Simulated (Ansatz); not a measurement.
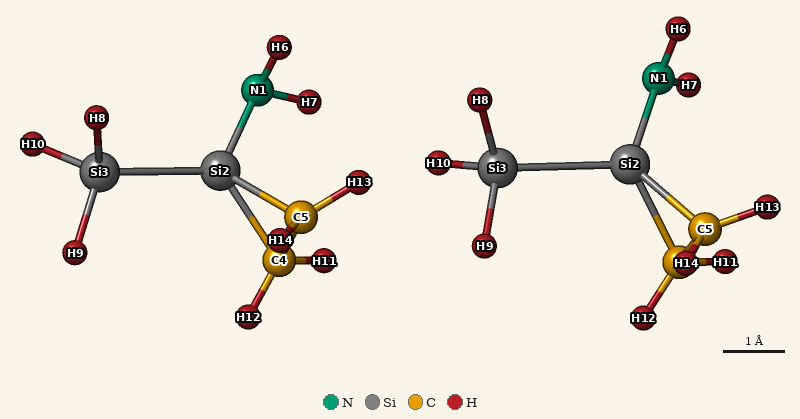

Two geometries of C₂H₉NSi₂ (coarse preliminary run), drawn at one scale. One is the start of a relaxation, the other its converged end. Style: ball-and-stick. Shown at a tilt.

These are results of RKS PBE-D4/def2-SVP in Ansatz, not measurements. Settings: force threshold 0.03 eV/Å; at most 200 steps.

Which of the two is the end point?

Answer. The right one is the relaxed one. The start comes from a force field. H7 moves most after the best rigid fit: 0.52 Å. Largest moves by element: H 0.52 Å, Si 0.33 Å, C 0.24 Å, N 0.21 Å. Among the contacts that change: N1–Si2 1.621 → 1.743 Å, C4–C5 1.436 → 1.544 Å, Si2–Si3 2.231 → 2.326 Å, Si2–C4 1.789 → 1.880 Å. Bond angles that change, for instance: N1–Si2–C5 107.8° → 122.2°, H6–N1–H7 100.7° → 111.0°, Si2–N1–H7 112.2° → 118.8°. Groups turn about Si2–Si3 by about 25°. The energy falls by 1.081 eV in 10 accepted moves (11 points after the start). Largest force component: 4.7 eV/Å at the start, 0.016 eV/Å at the end. The line search rejected the trial step at point 7 of the run. The run took 20 s on 4 threads of Arm Neoverse V1 (shared host).
